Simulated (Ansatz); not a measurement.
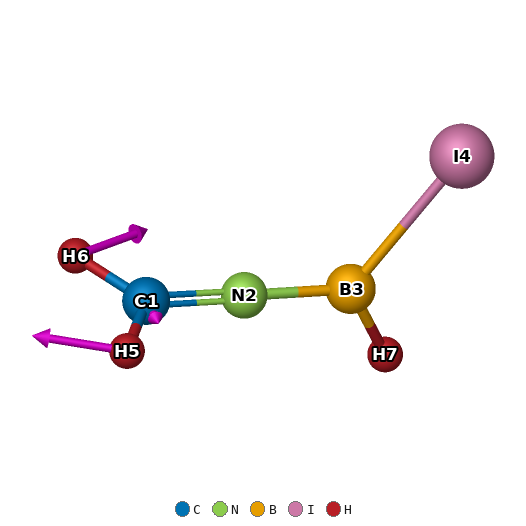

The arrows show one normal mode. Harmonic vibrations computed with RKS PBE0-D4/def2-TZVP, core potentials on I (Ansatz 0.2.0) at a stationary point of the same level.

Question: What kind of motion is it?

Answer: Mostly H–C–N bending.

Question: At what wavenumber does it lie?

Answer: 1184 cm⁻¹; it is mode 10 of 15 counted from the lowest.
